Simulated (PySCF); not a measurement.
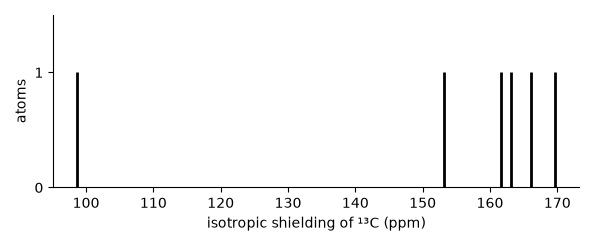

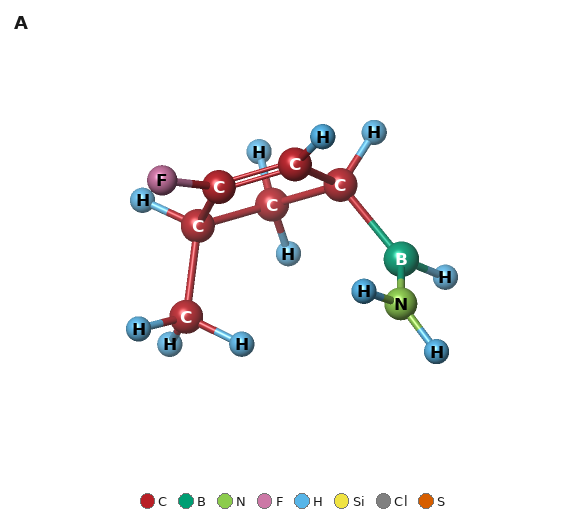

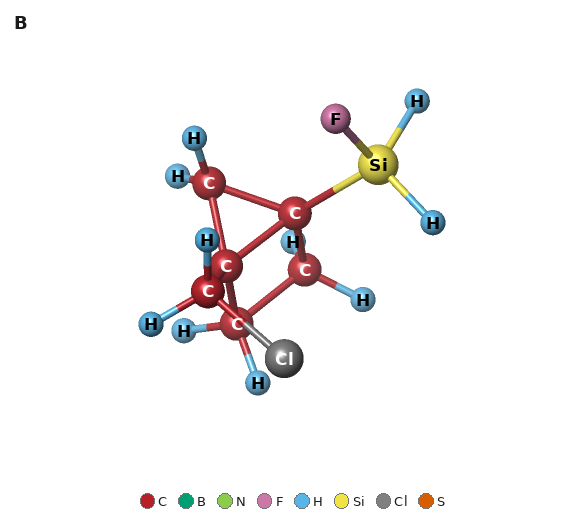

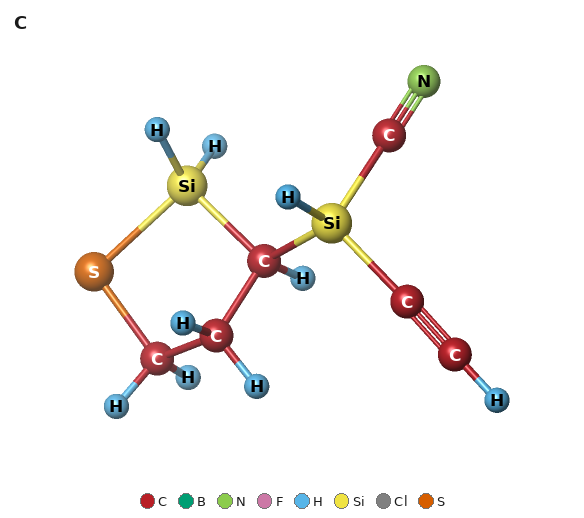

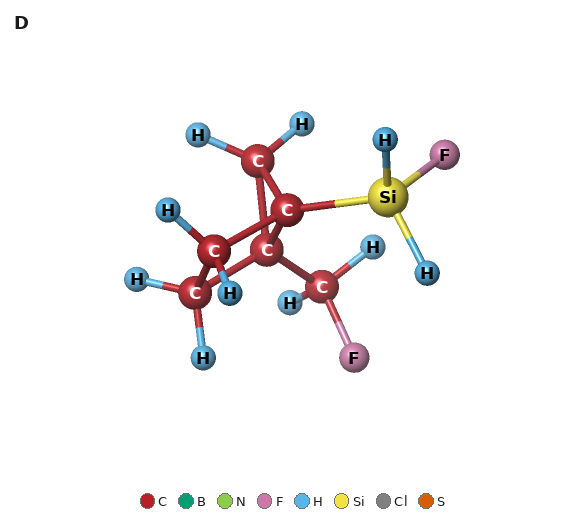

The sticks are computed shieldings of one of the molecules, for one fixed geometry (GFN2-xTB) without averaging over rotations. Low shielding means a high chemical shift. Method: GIAO PBE0/pcSseg-1 NMR shielding, non-relativistic, gas phase (PySCF 2.14.0).

> Which molecule gives this pattern?

D, `FC[C@@]12CC[C@]1([SiH2]F)C2`. Its 6 C atoms give lines at 98.7, 153.2, 161.6, 163.2, 166.0, 169.7 ppm.

The geometry is semi-empirical. Around B, Si such bond lengths and angles can be off by a tenth of an ångström or more and by several degrees, and values that hang on the shape move with them.
